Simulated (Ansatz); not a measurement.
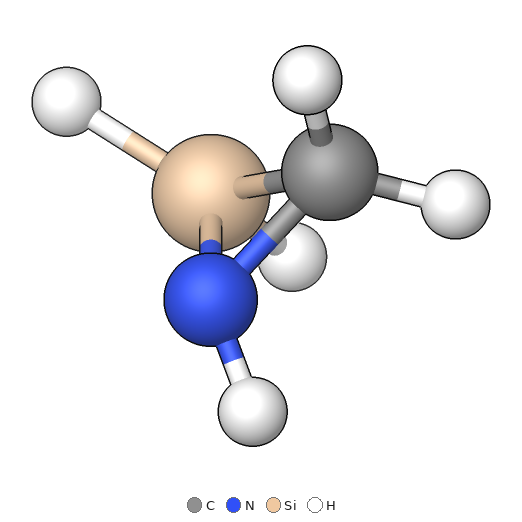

The computed structure is the end point of a PBE-D4/def2-SVP optimisation. No frequency run is at hand to confirm it as a minimum.

Draw it as a skeletal formula.

SMILES: C1N[SiH2]1

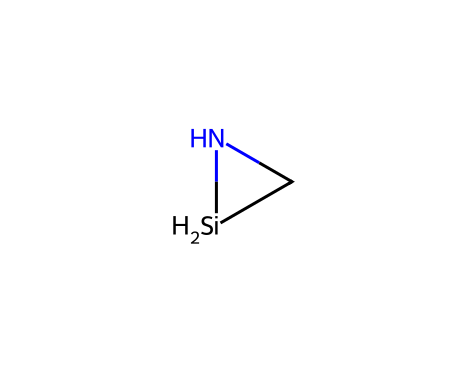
